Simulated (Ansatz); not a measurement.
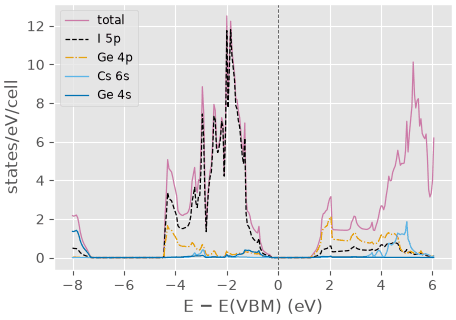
Figure: Total and projected density of states of CsGeI3 in space group R3m (No. 160; Cs on 3a, Ge on 3a, I on 9b), DFT-r²SCAN in the program Ansatz with PAW potentials

Which orbitals carry the states next to the gap?

Top 1 eV of the valence band: I 5p 61 %, Ge 4s 21 %, Ge 4p 15 %. Bottom 1 eV of the conduction band: Ge 4p 67 %, I 5p 19 %, I 5s 5 %, outside the projected shells 6 %. Projections are on Löwdin-orthogonalised atomic valence shells; empty p or d shells of many metals are not among them.

Where is the tallest occupied peak in this window, and what makes it?

Near -2.0 eV, about 13 states/eV per cell; the largest projected share is I 5p.

The first step of the workflow began from a Materials Project structure, measured or hypothetical; the Crystallography Open Database files this formula in space group No. 160, but the cells were not matched. Whether it is the stable phase at ambient conditions was not checked. The cell was relaxed with r²SCAN under the symmetry of its start; whether a distortion lowers the energy is not shown. Spin–orbit coupling is left out wherever it is not named.

Potentials: the later of the program's two PAW sets.
